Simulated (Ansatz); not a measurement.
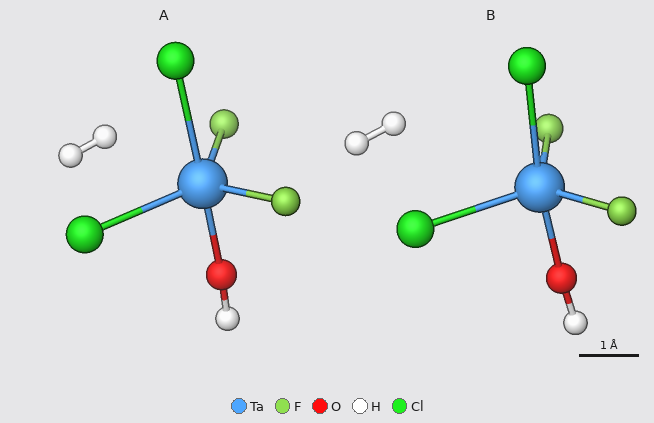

Two geometries of TaH3OCl2F2, drawn at one scale. One is the start of a relaxation, the other its converged end. A ball-and-stick model, seen from a free direction.

Theory: Ansatz, RHF/def2-SVP. Set-up: no spin polarisation; force threshold 0.03 eV/Å; at most 50 steps.

Which of the two is the end point?

Answer. Structure B is the relaxed one. The run prepares an end point of a later path (reaction) calculation, from a guessed geometry. After 12 accepted moves (16 points after the start) the energy has fallen by 19.2 kJ/mol. Largest force component: 1.3 eV/Å at the start, 0.014 eV/Å at the end. The line search rejected the trial steps at points 9, 11, 13, 15 of the run. The forces were under the threshold at step 10, but the run went on from there. The largest move after the best rigid fit is that of an H atom, 0.95 Å. Largest moves by element: H 0.95 Å, Cl 0.52 Å, O 0.29 Å, F 0.29 Å, Ta 0.25 Å. Near-neighbour distances that change, for instance: H–Ta 3.004 → 4.198 Å, H–Ta 2.869 → 4.005 Å, F–Ta 1.901 → 1.861 Å, H–H 0.711 → 0.747 Å. Bond angles that change, for instance: F–Ta–Cl 130.6° → 117.8°, F–Ta–F 117.1° → 125.4°, F–Ta–Cl 112.2° → 116.7°. Cost: 36 s on 2 threads of Arm Neoverse V2 (shared host), peak memory 0.3 GiB.

Limits of the set-up: Hartree-Fock leaves out electron correlation.
